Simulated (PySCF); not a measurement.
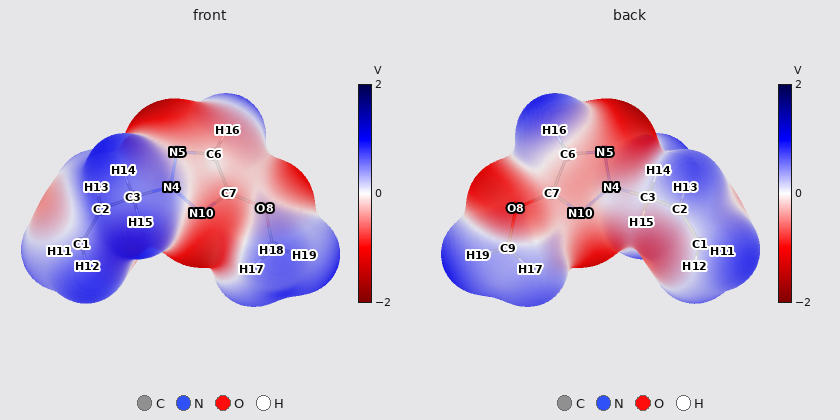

*C6H9N3O (SMILES C=CCn1ncc(OC)n1). The electrostatic potential painted on the density surface at 0.002 e/bohr³, seen from the front and from behind; the colour scale runs from red (negative) to blue (positive).*

Geometry: GFN2-xTB.

Method: PySCF 2.14.0, PBE0/pcSseg-1, SCF density, gas phase, non-relativistic.

```xyz
19

C     3.1871    1.1481   -0.1767
C     2.5189    0.0380   -0.4206
C     1.6621   -0.6684    0.5916
N     0.3297   -0.8554    0.0884
N     0.0116   -1.8032   -0.7534
C    -1.2704   -1.6184   -1.0220
C    -1.6967   -0.4951   -0.2894
O    -2.9293    0.0253   -0.2712
C    -3.0895    1.1500    0.5696
N    -0.6584   -0.0348    0.4004
H     3.7955    1.6231   -0.9268
H     3.1604    1.6260    0.7887
H     2.5455   -0.4336   -1.3933
H     2.0803   -1.6581    0.8023
H     1.5859   -0.0881    1.5127
H    -1.8197   -2.2519   -1.6835
H    -2.4484    1.9729    0.2428
H    -2.8374    0.8985    1.6031
H    -4.1369    1.4343    0.4945
```

Q: Describe the electrostatic potential map.

A: The most negative region (about −1.5 V) lies over N5, the most positive (about +1.0 V) over H15. N5 is the likeliest acceptor of a hydrogen bond.

Q: What dipole moment does the calculation give?

A: Its dipole moment is 1.72 D.
